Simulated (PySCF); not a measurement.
**C$_{5}$H$_{9}$NSi$_{2}$: density, localisation and related maps**

```tsv
atom	x (Å)	y (Å)	z (Å)
C	3.5476	0.4090	0.4473
C	2.1201	0.1935	0.4106
C	0.9289	0.0054	0.3860
Si	-0.9061	-0.2172	0.3293
C	-1.2976	-1.8330	-0.6053
Si	-2.0737	1.6531	-0.3954
C	-1.3232	-0.5755	2.1263
N	-1.6085	-0.7591	3.2211
H	3.8704	0.9265	-0.4561
H	4.0678	-0.5463	0.5145
H	3.8070	1.0149	1.3153
H	-1.0076	-1.7533	-1.6496
H	-2.3604	-2.0600	-0.5735
H	-0.7663	-2.6801	-0.1798
H	-1.6986	1.9875	-1.7728
H	-1.7844	2.8167	0.4429
H	-3.5223	1.4299	-0.3773
```

Geometry: GFN2-xTB.

All numbers below come from PBE0/pcSseg-1, SCF density, gas phase, non-relativistic (PySCF).

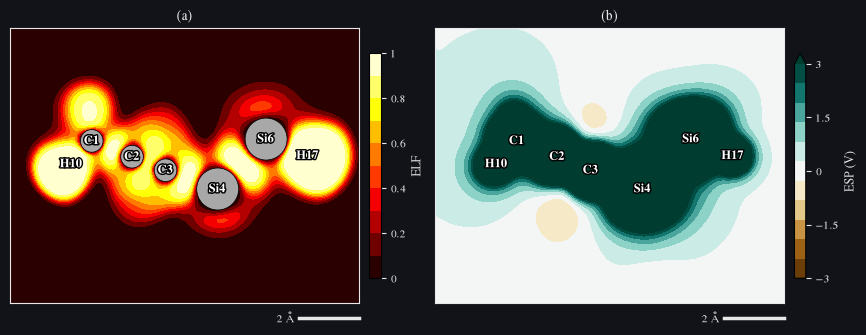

Figure 1. (a) ELF; (b) electrostatic potential on the plane of atoms Si4, Si6 and H17. Grey discs cover the atomic cores in the ELF map.

> Describe what can be read from this map.

- The plane passes through C, Si and H nuclei.
- C–C (1.21 Å): the ELF peaks at about 0.85 between the atoms (a short, multiple covalent bond).
- C–Si (1.85 Å): the ELF peaks at about 0.95 between the atoms: a covalent bond.
- Si–Si (2.32 Å): the ELF peaks at about 1 between the atoms (a shared electron pair).
- C–H (1.09 Å): the ELF climbs to about 1 towards the hydrogen, as it does in any bond to H: an ordinary covalent bond to hydrogen.
- Si–H (1.47 Å): the ELF climbs to about 1 towards the hydrogen.
- Outside the dense part of the molecule the potential is most negative (−0.7 V) near C3.

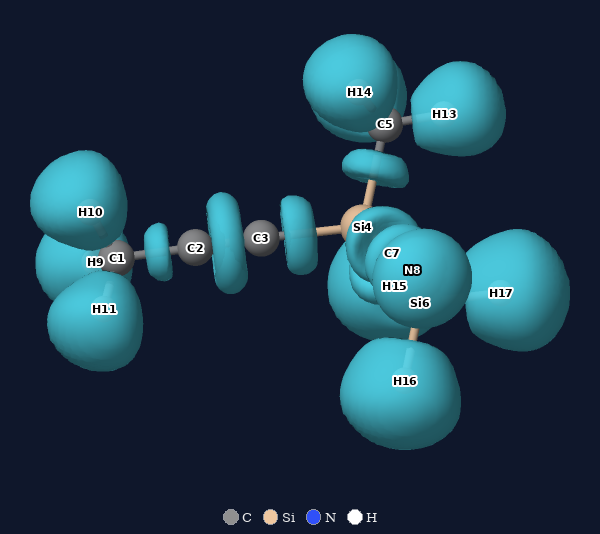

Figure 2. Isosurface of the electron localisation function at 0.8 (cyan), seen at a tilt. Core shells and regions of very low density are left out.

> Where are the electrons localised?

At this value the surface marks out two regions between bonded C–C atoms (shared pairs), one region between bonded C–N atoms (shared pairs), three regions between bonded C–Si atoms (shared pairs), one region between bonded Si–Si atoms (shared pairs), nine regions around hydrogen nuclei and one lobe on N, pointing away from the bonds (lone pairs).


C–N (1.15 Å): the ELF peaks at about 0.90 between the atoms (a multiple bond).

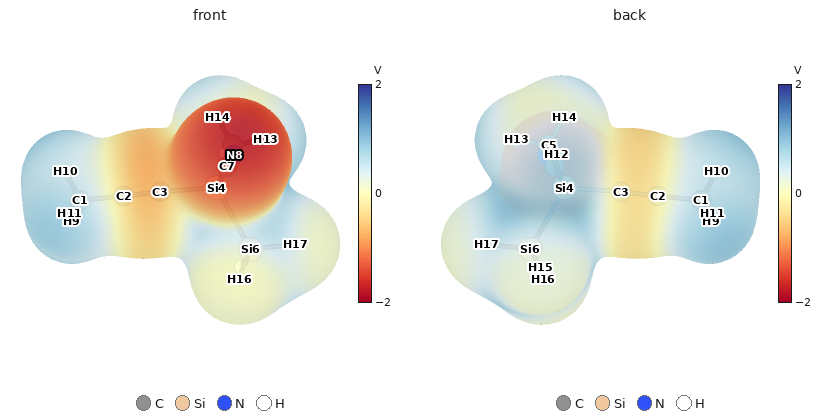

Figure 3. The molecular electrostatic potential painted on the density surface at 0.001 e/bohr³, seen from the front and from behind; red is negative and blue positive.

> Which sites attract a positive test charge, and which a negative one?

A positive charge is drawn to the negative regions and a negative charge to the positive ones. The most negative region (about −1.7 V) lies over N8, the most positive (about +1.0 V) over Si4 and Si6. N8 is the likeliest acceptor of a hydrogen bond.

> How polar is the molecule by this calculation?

Its dipole moment is 4.59 D.
